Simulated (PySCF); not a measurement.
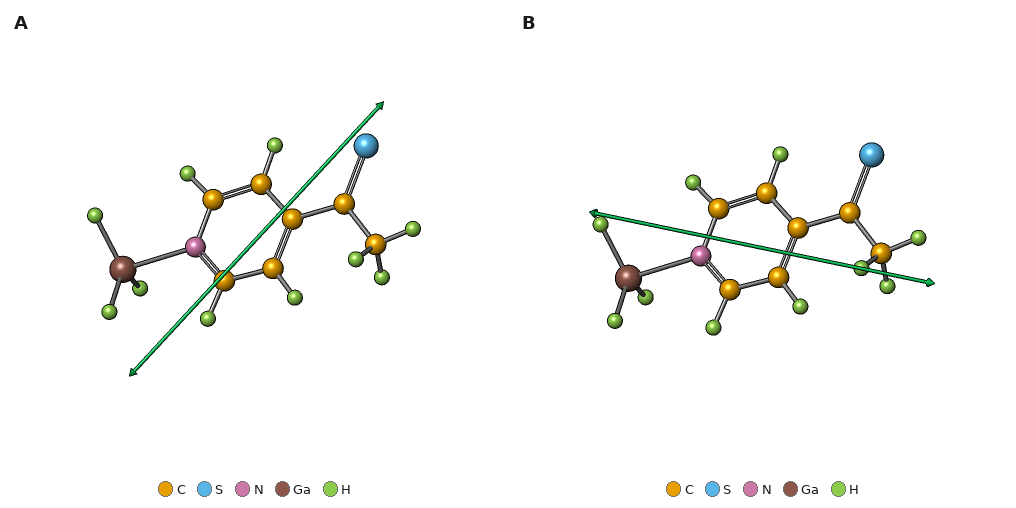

The double arrows show the directions of two transition dipoles from the ground state (lengths mean nothing). The computed structure is the end point of a PBE0-D3(BJ)/def2-SVP optimisation. No frequency run is at hand to confirm it as a minimum. Method: TDDFT B3LYP/def2-SVPD, vertical, gas phase, core orbitals frozen in the response (PySCF 2.14.0).

Question. One belongs to singlet state 4 and one to singlet state 8. Which is which?

Answer. A: state 8, 4.62 eV (268 nm), oscillator strength 0.034, mainly HOMO−1 → LUMO+1 (weight 0.87).
B: state 4, 4.08 eV (304 nm), oscillator strength 0.028, of mixed character, with the largest part HOMO−3 → LUMO (weight 0.48).
